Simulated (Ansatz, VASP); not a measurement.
# Hf4HN4 (H on HfN(001)): VASP beside Ansatz

Aim: how closely do two programs agree when they are given the same cell, functional and k mesh? The structure shown is the end of the VASP relaxation below.

Program: Ansatz 0.2.0. Level of theory: plane waves, with VASP 6.6.1 beside it; single point at PBEsol. Results are calculated unless marked as measured.

**1. The structure**

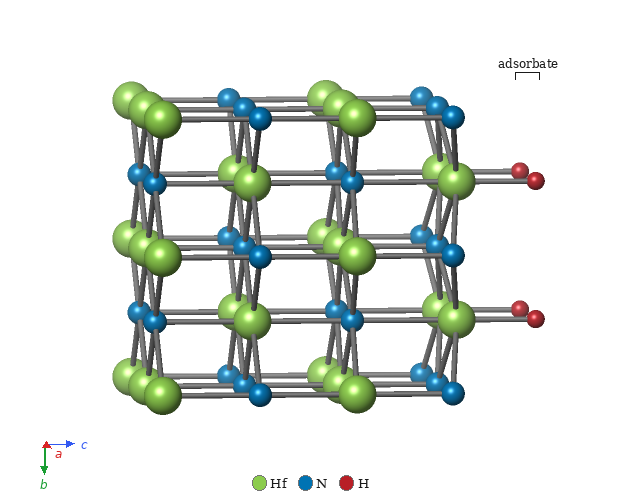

The starting structure, seen from the side, with the c axis across the page (hafnium green, nitrogen blue, hydrogen red). Some periodic images of atoms are drawn too.

The cell holds 36 atoms: 16 Hf, 16 N and 4 H. Its edges and angles: a = 6.378 Å, b = 6.378 Å, c = 24.515 Å, α = 90.0°, β = 90.0°, γ = 90.0°. It derives from HfN. Vacuum lies along c.

Structure file:

```
Hf N H
1.0
     6.37810    0.00000    0.00000
     0.00000    6.37810    0.00000
     0.00000    0.00000   24.51500
Hf N H
16 16 4
Cartesian
  0.0000 0.0000 8.0000
  0.0000 3.1891 8.0000
  3.1891 0.0000 8.0000
  3.1891 3.1891 8.0000
  1.5945 1.5945 10.2550
  1.5945 4.7836 10.2550
  4.7836 1.5945 10.2550
  4.7836 4.7836 10.2550
  0.0000 0.0000 12.5086
  0.0000 3.1891 12.5086
  3.1891 0.0000 12.5086
  3.1891 3.1891 12.5086
  1.5945 1.5945 14.9905
  1.5945 4.7836 14.9905
  4.7836 1.5945 14.9905
  4.7836 4.7836 14.9905
  1.5945 1.5945 8.0000
  1.5945 4.7836 8.0000
  4.7836 1.5945 8.0000
  4.7836 4.7836 8.0000
  0.0000 0.0000 10.2550
  0.0000 3.1891 10.2550
  3.1891 0.0000 10.2550
  3.1891 3.1891 10.2550
  1.5945 1.5945 12.5737
  1.5945 4.7836 12.5737
  4.7836 1.5945 12.5737
  4.7836 4.7836 12.5737
  0.0000 0.0000 14.7259
  0.0000 3.1891 14.7259
  3.1891 0.0000 14.7259
  3.1891 3.1891 14.7259
  1.5945 1.5945 16.8261
  1.5945 4.7836 16.8261
  4.7836 1.5945 16.8261
  4.7836 4.7836 16.8261
```

**2. VASP: relaxation, PBEsol**

This run makes the geometry at which the two programs are then compared.

Lines of VASP's logs that name or quote its potential files are left out, and so is its time.

Contents of INCAR:

```
SYSTEM = Hf4HN4
PREC = Normal
ENCUT = 400
EDIFF = 1E-05
NELM = 120
ISMEAR = 1
SIGMA = 0.1
LREAL = Auto
ALGO = Fast
GGA = PS
NBANDS = 168
LASPH = .TRUE.
LORBIT = 11
LWAVE = .FALSE.
LCHARG = .FALSE.
KPAR = 4
NCORE = 2
IBRION = 2
NSW = 80
ISIF = 2
EDIFFG = -0.04
POTIM = 0.4
MAXMIX = 40
IDIPOL = 3
LDIPOL = .TRUE.
DIPOL = 0.5 0.5 0.488
ISYM = 2
```

Contents of POSCAR:

```
Hf4HN4
1.0
    6.3781031660      0.0000000000      0.0000000000
    0.0000000000      6.3781031660      0.0000000000
    0.0000000000      0.0000000000     24.5150000000
Hf N H
16 16 4
Selective dynamics
Direct
    0.0000000000      0.0000000000      0.3263308180  F F F
    0.0000000000      0.5000000000      0.3263308180  F F F
    0.5000000000      0.0000000000      0.3263308180  F F F
    0.5000000000      0.5000000000      0.3263308180  F F F
    0.2500000000      0.2500000000      0.4183153170  F F F
    0.2500000000      0.7500000000      0.4183153170  F F F
    0.7500000000      0.2500000000      0.4183153170  F F F
    0.7500000000      0.7500000000      0.4183153170  F F F
    0.0000000000      0.0000000000      0.5102998160  T T T
    0.0000000000      0.5000000000      0.5102998160  T T T
    0.5000000000      0.0000000000      0.5102998160  T T T
    0.5000000000      0.5000000000      0.5102998160  T T T
    0.2500000000      0.2500000000      0.6022843160  T T T
    0.2500000000      0.7500000000      0.6022843160  T T T
    0.7500000000      0.2500000000      0.6022843160  T T T
    0.7500000000      0.7500000000      0.6022843160  T T T
    0.2500000000      0.2500000000      0.3263308180  F F F
    0.2500000000      0.7500000000      0.3263308180  F F F
    0.7500000000      0.2500000000      0.3263308180  F F F
    0.7500000000      0.7500000000      0.3263308180  F F F
    0.0000000000      0.0000000000      0.4183153170  F F F
    0.0000000000      0.5000000000      0.4183153170  F F F
    0.5000000000      0.0000000000      0.4183153170  F F F
    0.5000000000      0.5000000000      0.4183153170  F F F
    0.2500000000      0.2500000000      0.5102998160  T T T
    0.2500000000      0.7500000000      0.5102998160  T T T
    0.7500000000      0.2500000000      0.5102998160  T T T
    0.7500000000      0.7500000000      0.5102998160  T T T
    0.0000000000      0.0000000000      0.6022843160  T T T
    0.0000000000      0.5000000000      0.6022843160  T T T
    0.5000000000      0.0000000000      0.6022843160  T T T
    0.5000000000      0.5000000000      0.6022843160  T T T
    0.2500000000      0.2500000000      0.6736691820  T T T
    0.2500000000      0.7500000000      0.6736691820  T T T
    0.7500000000      0.2500000000      0.6736691820  T T T
    0.7500000000      0.7500000000      0.6736691820  T T T
```

Contents of KPOINTS:

```
Automatic mesh
0
Gamma
4 4 1
0 0 0
```

PAW data sets: Hf_sv_GW, N and H (PBE family, release 64).

The run is started by

```
mpirun -np 8 vasp_std
```

Numbers of over 12 decimals in the logs are rounded to 6 here.

Log:

```text
[banner, memory and clock lines left out]
running    8 mpi-ranks, on    1 nodes
[...]
|                                                                             |
|               ----> ADVICE to this user running VASP <----                  |
|                                                                             |
|     You enforced a specific xc type in the INCAR file but a different       |
|     [... a line on the potential file left out ...]
|     I HOPE YOU KNOW WHAT YOU ARE DOING!                                     |
|                                                                             |

 LDA part: xc-table for (Slater+PW92), standard interpolation
 POSCAR, INCAR and KPOINTS ok, starting setup
[...]
entering main loop
       N       E                     dE             d eps       ncg     rms          rms(c)
DAV:   1     0.309785058282E+04    0.30979E+04   -0.13487E+05  2432   0.119E+03
DAV:   2    -0.120822808279E+03   -0.32187E+04   -0.31506E+04  2768   0.401E+02
DAV:   3    -0.472036200135E+03   -0.35121E+03   -0.34899E+03  2216   0.150E+02
DAV:   4    -0.483770302862E+03   -0.11734E+02   -0.11680E+02  2696   0.260E+01
[...]
RMM:  39    -0.413147660310E+03   -0.35543E-04   -0.13448E-04  1938   0.127E-02    0.276E+00
RMM:  40    -0.413147502590E+03    0.15772E-03   -0.69185E-05  1403   0.919E-03    0.261E+00
RMM:  41    -0.413147525048E+03   -0.22458E-04   -0.82882E-05  1789   0.115E-02    0.237E+00
[...]
RMM:  14    -0.414318700450E+03   -0.10050E-04   -0.37940E-06   624   0.220E-03    0.303E-02
RMM:  15    -0.414318703544E+03   -0.30941E-05   -0.86123E-07   564   0.194E-03
   5 F= -.41431870E+03 E0= -.41431029E+03  d E =-.881781E-01
[... from here on, the cycles between the ionic steps are left out ...]
   6 F= -.41431960E+03 E0= -.41431114E+03  d E =-.890764E-01
   7 F= -.41436449E+03 E0= -.41435628E+03  d E =-.448852E-01
   8 F= -.41445887E+03 E0= -.41445294E+03  d E =-.139271E+00
   9 F= -.41447795E+03 E0= -.41447679E+03  d E =-.158347E+00
  10 F= -.41449632E+03 E0= -.41449394E+03  d E =-.176717E+00
  11 F= -.41449738E+03 E0= -.41449465E+03  d E =-.105797E-02
  12 F= -.41449899E+03 E0= -.41449645E+03  d E =-.266842E-02
[...]
reached required accuracy - stopping structural energy minimisation
```

Parts of OUTCAR (step 2):

```text
  Total      -40.1145993    -40.1145993    -17.5182855      0.0000000      0.0000000      0.0000000
  in kB      -64.4463112    -64.4463112    -28.1440897      0.0000000      0.0000000      0.0000000
  external PRESSURE =     -52.3455707 kB  Pullay stress =       0.0000000 kB

 POSITION                                       TOTAL-FORCE (eV/Angst)
 -----------------------------------------------------------------------------------
      0.00000      0.00000      8.00000        -0.000000      0.000000      1.820392
      0.00000      3.18905      8.00000        -0.000000     -0.000000      1.820392
      3.18905      0.00000      8.00000        -0.000000      0.000000      1.820392
      3.18905      3.18905      8.00000        -0.000000      0.000000      1.820392
      1.59453      1.59453     10.25500        -0.000000      0.000000      0.246699
      1.59453      4.78358     10.25500        -0.000000     -0.000000      0.246699
      4.78358      1.59453     10.25500         0.000000      0.000000      0.246699
      4.78358      4.78358     10.25500         0.000000     -0.000000      0.246699
      0.00000      0.00000     12.50860        -0.000000      0.000000      0.020112
      0.00000      3.18905     12.50860        -0.000000     -0.000000      0.020112
      3.18905      0.00000     12.50860         0.000000      0.000000      0.020112
      3.18905      3.18905     12.50860        -0.000000     -0.000000      0.020112
      1.59453      1.59453     14.99051        -0.000000     -0.000000     -0.019004
      1.59453      4.78358     14.99051        -0.000000      0.000000     -0.019004
[...]
-----------------------------------------------------------------------------------
    total drift:                                0.000000     -0.000000     -0.133547

  FREE ENERGIE OF THE ION-ELECTRON SYSTEM (eV)
  ---------------------------------------------------
  free  energy   TOTEN  =      -414.4989869809 eV

  energy  without entropy=     -414.4913798256  energy(sigma->0) =     -414.49645126

 reached required accuracy - stopping structural energy minimisation

[... 3 further parts left out ...]
[key lines of the parts left out:]
E-fermi :   1.4045
```

(Part 1 of 2 ends here.)

[Lines on the potential files, build, host, timing and source positions are cut from VASP's logs without a mark.]

[Logs are printed without paths, hosts, clocks, repeated set-up lines and the standing remarks that a program may print on its own settings, such as how far it seeks lower states.]

[Hosts, paths, dates, database ids (printed as entryN), source tags and the programs' standing remarks are cut or masked in the printed files.]
